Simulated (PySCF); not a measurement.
SMILES Oc1cccc(S)c1, GFN2-xTB optimised geometry. Atoms within 1.6 Å of the plane z = 0.0 Å (x, y, z in Å): O1 (-1.85, -1.87, 0.00), C2 (-1.13, -0.72, 0.00), C3 (-1.83, 0.49, 0.00), C4 (-1.12, 1.68, 0.00), C5 (0.26, 1.69, 0.00), C6 (0.95, 0.49, 0.00), S7 (2.71, 0.42, 0.00), C8 (0.25, -0.72, 0.00), H9 (-1.25, -2.63, 0.00), H10 (-2.90, 0.47, 0.00), H11 (-1.66, 2.62, 0.00), H12 (0.80, 2.63, 0.00), H13 (2.90, 1.74, -0.01), H14 (0.80, -1.65, 0.00).

Calculation: PySCF 2.14.0 with PBE/def2-TZVP. Cells within 0.4 Å of a nucleus heavier than hydrogen are left out (blank, or x).

Map of the deformation density (molecule minus spherical neutral atoms) (e/bohr³) on the plane z = 0.0 Å:

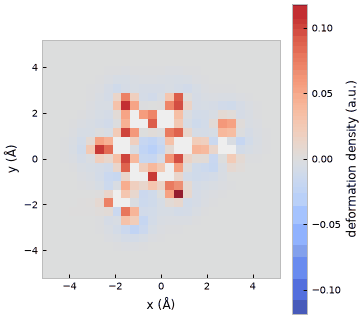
Figure: Deformation density (molecule minus spherical neutral atoms) (e/bohr³) on the plane z = 0.0 Å.
